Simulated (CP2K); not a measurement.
# CH5AlCl− (SMILES [AlH3-][CH2]Cl): GFN0-xTB

Aim: the energy change on altering one bond length of CH5AlCl− at GFN0-xTB, from 2 runs. 

The results are computed with CP2K 2026.2.

3 further runs of the same task are left out: 3 set aside as unsound or not needed.

### Step 1. The molecule

CH5AlCl− has 8 atoms, charge -1, and is taken as a singlet. SMILES: `[AlH3-][CH2]Cl`. The shape comes from GFN2-xTB, which is rough for such elements, and wasn't checked as a minimum.

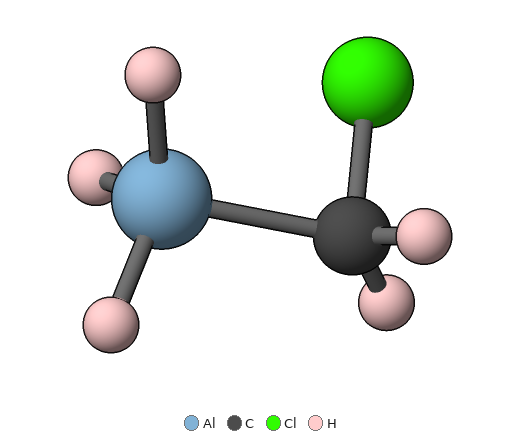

The structure, seen from a chosen angle (aluminium light blue, carbon dark grey, chlorine green, hydrogen pink).

### Step 2. Energy and forces at GFN0-xTB

Contents of molecule.inp:

```
&global
  project molecule
  run_type ENERGY_FORCE
  print_level MEDIUM
&end global

&force_eval
  method QUICKSTEP
  &dft
    charge -1
    multiplicity 1
    ! Quickstep
    &qs
      method XTB
      eps_default 1.0E-10
      &xtb
        gfn_type 0
        check_atomic_charges F
      &end xtb
    &end qs
    ! isolated system
    &poisson
      periodic NONE
      poisson_solver ANALYTIC
    &end poisson
    &scf
      scf_guess ATOMIC
      eps_scf 1.0E-06
      max_scf 150
      added_mos 4
      &diagonalization
        algorithm STANDARD
      &end diagonalization
      &mixing
        method DIRECT_P_MIXING
        alpha 0.4
      &end mixing
    &end scf
    ! extra output
    &print
      &moments
        periodic F
        reference COM
        max_moment 1
      &end moments
      &mo ON
        energies T
        occupation_numbers T
        ndigits 6
        &each
          qs_scf 0
        &end each
        add_last NUMERIC
      &end mo
      &hirshfeld OFF
      &end hirshfeld
    &end print
  &end dft
  &subsys
    &cell
      abc [angstrom] 11.5 11.9 11.9
      periodic NONE
    &end cell
    &coord
      Al     0.529040    -0.743220    -0.468830
      C     -0.552420     0.890100     0.205470
      Cl    -0.533410     0.194120     1.856290
      H     -0.360650    -2.052420    -0.197210
      H      0.735250    -0.451850    -2.037860
      H      1.917270    -0.772390     0.337780
      H     -0.118540     1.892390     0.322350
      H     -1.616540     1.043260    -0.017970
    &end coord
    &topology
      &center_coordinates
      &end center_coordinates
    &end topology
  &end subsys
  &print
    &forces ON
    &end forces
  &end print
&end force_eval
```

Run with:

```console
OMP_NUM_THREADS=1 cp2k.psmp -i molecule.inp > molecule.out 2>&1
```

The log of the run, cut to the lines that bear on the results:

```text
CP2K| version string:                                       CP2K version 2026.2
[...]
 GLOBAL| Method name                                                        CP2K
[...]
 GLOBAL| Run type                                                   ENERGY_FORCE
[...]
                             - Atoms:                                          8
[...]
                             - Spherical basis functions:                     32
[...]
 Number of electrons:                                                         20
[...]
 TB_DIPOLE| Moment [Debye]         -1.77016280       1.89266200       3.05632795
 TB_DIPOLE| Derivative [a.u.]       0.00000000       0.00000000       0.00000000
[...]
 ENERGY| Total FORCE_EVAL ( QS ) energy [hartree]            -12.052275605403755
 FORCES| Atomic forces [hartree/bohr]
 FORCES|   Atom     x               y               z               |f|
 FORCES|      1 -3.23216017E-03  4.75008213E-03  2.10230371E-03   6.11799154E-03
 FORCES|      2  1.57635372E-04  1.39706714E-03 -3.14082475E-03   3.44113725E-03
 FORCES|      3 -1.58768328E-03 -5.02138981E-03  1.91674385E-02   1.98777713E-02
 FORCES|      4  9.81574728E-03  6.36651854E-03 -6.38174986E-03   1.33269721E-02
 FORCES|      5  3.34111407E-03 -8.93909860E-03  7.01516414E-03   1.18441148E-02
 FORCES|      6 -7.50288914E-03 -3.33824682E-03 -1.04946496E-02   1.33257235E-02
 FORCES|      7 -8.33752982E-04  2.14658024E-03 -4.18611737E-03   4.77771173E-03
 FORCES|      8 -1.58011151E-04  2.63848717E-03 -4.08156475E-03   4.86268988E-03
 FORCES| Sum    -1.76996005E-16  2.08166817E-16 -1.32706346E-16
 FORCES| Total atomic force                                       3.03763039E-16
[...]
```

It took 0.2 s on 1 thread of Arm Neoverse V2, shared host.

### Step 3. The distorted shape, same level

Contents of qs.inp:

```
&FORCE_EVAL
 METHOD QS
 &DFT
  CHARGE -1
  ! Quickstep
  &QS
   METHOD XTB
   EPS_DEFAULT 1.0E-10
   &XTB
    GFN_TYPE 0
    CHECK_ATOMIC_CHARGES F
   &END
  &END
  &POISSON
   PERIODIC NONE
   POISSON_SOLVER ANALYTIC
  &END
  &SCF
   SCF_GUESS ATOMIC
   EPS_SCF 1.0E-06
   MAX_SCF 150
   ADDED_MOS 4
   &DIAGONALIZATION
    ALGORITHM STANDARD
   &END
   &MIXING
    METHOD DIRECT_P_MIXING
    ALPHA 0.4
   &END
  &END
  &PRINT
   &MOMENTS
    PERIODIC F
    REFERENCE COM
    MAX_MOMENT 1
   &END
   &MO ON
    ENERGIES T
    OCCUPATION_NUMBERS T
    NDIGITS 6
    &EACH
     QS_SCF 0
    &END
    ADD_LAST NUMERIC
   &END
   &HIRSHFELD OFF
   &END
  &END
 &END
 &SUBSYS
  ! vacuum box
  &CELL
   ABC 11.5 12.7 11.9
   PERIODIC NONE
  &END
  &COORD
   Al     1.062828     0.042262    -0.631794
   C     -0.018632     1.675582     0.042506
   Cl     0.000378     0.979602     1.693326
   H     -0.360650    -2.052420    -0.197210
   H      1.269038     0.333632    -2.200824
   H      2.451058     0.013092     0.174816
   H      0.415248     2.677872     0.159386
   H     -1.082752     1.828742    -0.180934
  &END
  &TOPOLOGY
   &CENTER_COORDINATES
   &END
  &END
 &END
 ! extra output
 &PRINT
  &FORCES ON
  &END
 &END
&END

&GLOBAL
 PROJECT qs
 RUN_TYPE ENERGY_FORCE
 PRINT_LEVEL MEDIUM
&END
```

Run with:

```console
OMP_NUM_THREADS=1 cp2k.psmp qs.inp > qs.out
```

The log of the run, cut to the lines that bear on the results:

```text
CP2K| version string:                                       CP2K version 2026.2
[...]
 GLOBAL| Method name                                                        CP2K
[...]
 GLOBAL| Run type                                                   ENERGY_FORCE
[...]
                             - Atoms:                                          8
[...]
                             - Spherical basis functions:                     32
[...]
 Number of electrons:                                                         20
[...]
 TB_DIPOLE| Moment [Debye]          0.45624861       5.69471911       2.50015114
 TB_DIPOLE| Derivative [a.u.]       0.00000000       0.00000000       0.00000000
[...]
 ENERGY| Total FORCE_EVAL ( QS ) energy [hartree]            -11.992529062417265
 FORCES| Atomic forces [hartree/bohr]
 FORCES|   Atom     x               y               z               |f|
 FORCES|      1 -1.25509714E-02 -4.79530731E-03  6.17042886E-03   1.47849940E-02
 FORCES|      2 -1.78352551E-03 -2.24615501E-03 -4.51084477E-03   5.34545566E-03
 FORCES|      3 -1.02578568E-03 -7.70176748E-03  1.83643383E-02   1.99403706E-02
 FORCES|      4  2.31482928E-02  2.98861704E-02 -8.71322713E-03   3.87936460E-02
 FORCES|      5  1.19036379E-03 -1.23421005E-02  7.97932441E-03   1.47449662E-02
 FORCES|      6 -9.88935563E-03 -6.44935465E-03 -1.00775473E-02   1.55225800E-02
 FORCES|      7  4.48600415E-04  1.02647360E-03 -5.34096048E-03   5.45717410E-03
 FORCES|      8  4.62381164E-04  2.62204088E-03 -3.87151193E-03   4.69866995E-03
 FORCES| Sum    -8.40256684E-17 -1.63497688E-16  1.43114687E-16
 FORCES| Total atomic force                                       2.32966994E-16
[...]
```

Run time: 0.2 s. Hardware: 1 thread of Arm Neoverse V2, shared host.

### Step 4. Outcome

At GFN0-xTB:

| quantity | value |
| --- | --- |
| first shape: total energy | -12.05228 Eh |
| first shape: HOMO energy | -10.95 eV |
| first shape: LUMO energy | -6.11 eV |
| first shape: HOMO–LUMO gap | 4.85 eV |
| first shape: dispersion energy | -6.72 kJ/mol |
| first shape: largest force on an atom | 1.022 eV/Å |
| distorted shape: total energy | -11.99253 Eh |
| distorted shape: HOMO energy | -10.96 eV |
| distorted shape: LUMO energy | -6.53 eV |
| distorted shape: HOMO–LUMO gap | 4.43 eV |
| distorted shape: dispersion energy | -7.32 kJ/mol |
| distorted shape: largest force on an atom | 1.995 eV/Å |
| energy change with the Al1–H4 bond stretched from 1.606 to 2.570 Å | 1.626 eV |

What this shows: With the Al1–H4 bond stretched from 1.606 to 2.570 Å the energy rises by 1.63 eV (157 kJ/mol). The first shape isn't relaxed at this level, so the change isn't measured from a minimum. The largest force (first shape) is 1.02 eV/Å: the shape isn't a stationary point for this species at this level.
